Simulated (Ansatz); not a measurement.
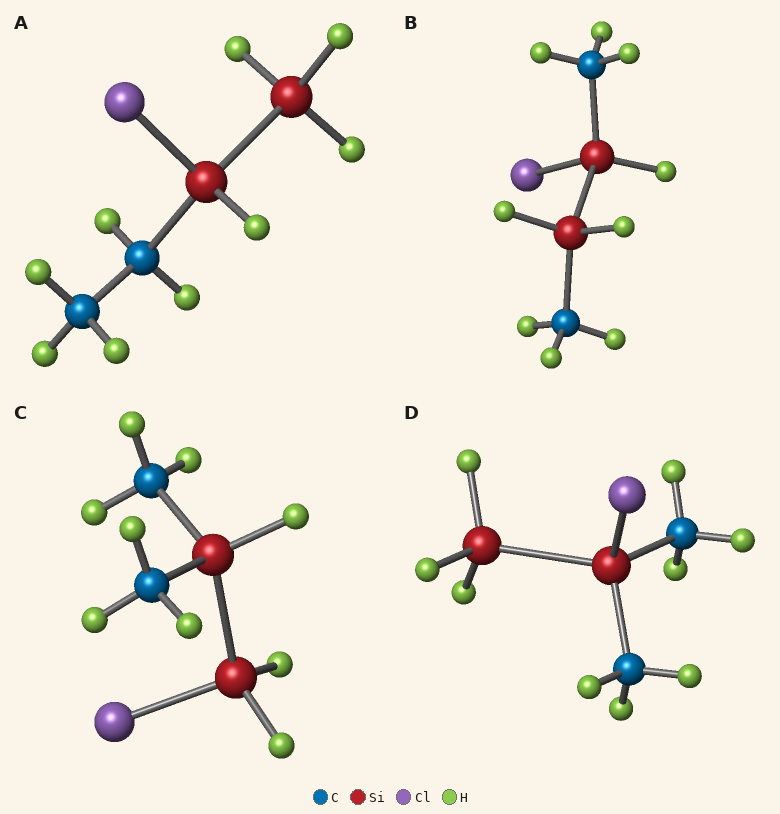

Simulated data, not a measurement (program: Ansatz).

Match each picture to its SMILES.
(1) C[Si](C)([SiH3])Cl
(2) CC[Si@@H]([SiH3])Cl
(3) C[SiH2][Si@H](C)Cl
(4) C[SiH](C)[SiH2]Cl

A is (2), B is (3), C is (4), D is (1).
